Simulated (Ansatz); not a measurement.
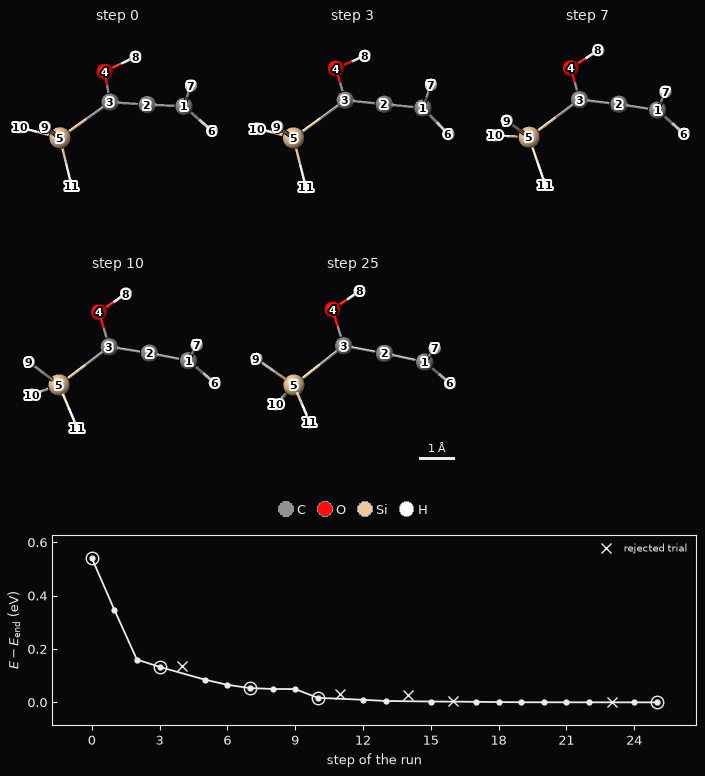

Frames of a relaxation of C3H6OSi, marked on the history of the run. Style: ball-and-stick. Shown from a free direction.

The run prepares the start of a later molecular dynamics calculation, from a guessed geometry.

All numbers below come from UKS B3LYP-D4/def2-SVP (Ansatz 0.2.0). (collinear spin; force threshold 0.02 eV/Å; at most 40 steps)

Describe the path.

After 20 accepted moves (25 points after the start) the energy has fallen by 0.542 eV. The largest force component goes from 6.1 to 0.0072 eV/Å. The line search rejected the trial steps at points 4, 11, 14, 16, 23 of the run. The largest moves after the best rigid fit, 1.13 Å, are those of H9 and H10. Largest moves by element: H 1.13 Å, O 0.49 Å, C 0.30 Å, Si 0.05 Å. Some distances before and after: C1–C2 1.232 → 1.312 Å, Si5–H9 1.539 → 1.491 Å, C2–C3 1.271 → 1.318 Å, O4–H8 1.006 → 0.969 Å. Among the angles between lasting bonds that change: C3–O4–H8 102.9° → 109.0°, C2–C3–O4 121.6° → 125.0°, O4–C3–Si5 116.7° → 113.4°. Groups turn about C3–Si5 by about 60°. From step 0 to 3: H8 moves most (0.24 Å), energy −0.409 eV. From step 3 to 7: H11 moves most (0.31 Å), energy −0.079 eV. From step 7 to 10: H atoms move most (0.40 Å), energy −0.037 eV. From step 10 to 25: H9 moves most (0.40 Å), energy −0.017 eV.

```json
{"step": "0", "E − E(0), eV": "0.0000", "largest force component, eV/Å": "6.1200", "note": ""}
{"step": "1", "E − E(0), eV": "-0.1944", "largest force component, eV/Å": "2.9415", "note": ""}
{"step": "2", "E − E(0), eV": "-0.3813", "largest force component, eV/Å": "1.3753", "note": ""}
{"step": "3", "E − E(0), eV": "-0.4089", "largest force component, eV/Å": "0.5005", "note": ""}
{"step": "4", "E − E(0), eV": "-0.4061", "largest force component, eV/Å": "1.0970", "note": "rejected"}
{"step": "5", "E − E(0), eV": "-0.4566", "largest force component, eV/Å": "0.2433", "note": ""}
{"step": "6", "E − E(0), eV": "-0.4761", "largest force component, eV/Å": "0.0441", "note": ""}
{"step": "7", "E − E(0), eV": "-0.4883", "largest force component, eV/Å": "0.0755", "note": ""}
{"step": "8", "E − E(0), eV": "-0.4916", "largest force component, eV/Å": "0.3446", "note": ""}
{"step": "9", "E − E(0), eV": "-0.4921", "largest force component, eV/Å": "0.3100", "note": ""}
{"step": "10", "E − E(0), eV": "-0.5248", "largest force component, eV/Å": "0.1466", "note": ""}
{"step": "11", "E − E(0), eV": "-0.5112", "largest force component, eV/Å": "0.4746", "note": "rejected"}
{"step": "12", "E − E(0), eV": "-0.5322", "largest force component, eV/Å": "0.0452", "note": ""}
{"step": "13", "E − E(0), eV": "-0.5366", "largest force component, eV/Å": "0.0914", "note": ""}
{"step": "14", "E − E(0), eV": "-0.5125", "largest force component, eV/Å": "0.6266", "note": "rejected"}
{"step": "15", "E − E(0), eV": "-0.5387", "largest force component, eV/Å": "0.0396", "note": ""}
{"step": "16", "E − E(0), eV": "-0.5357", "largest force component, eV/Å": "0.2128", "note": "rejected"}
{"step": "17", "E − E(0), eV": "-0.5399", "largest force component, eV/Å": "0.0345", "note": ""}
{"step": "18", "E − E(0), eV": "-0.5408", "largest force component, eV/Å": "0.0314", "note": ""}
{"step": "19", "E − E(0), eV": "-0.5415", "largest force component, eV/Å": "0.0241", "note": ""}
{"step": "20", "E − E(0), eV": "-0.5416", "largest force component, eV/Å": "0.0259", "note": ""}
{"step": "21", "E − E(0), eV": "-0.5417", "largest force component, eV/Å": "0.0254", "note": ""}
{"step": "22", "E − E(0), eV": "-0.5417", "largest force component, eV/Å": "0.0213", "note": ""}
{"step": "23", "E − E(0), eV": "-0.5413", "largest force component, eV/Å": "0.0507", "note": "rejected"}
{"step": "24", "E − E(0), eV": "-0.5418", "largest force component, eV/Å": "0.0408", "note": ""}
{"step": "25", "E − E(0), eV": "-0.5419", "largest force component, eV/Å": "0.0072", "note": ""}
```
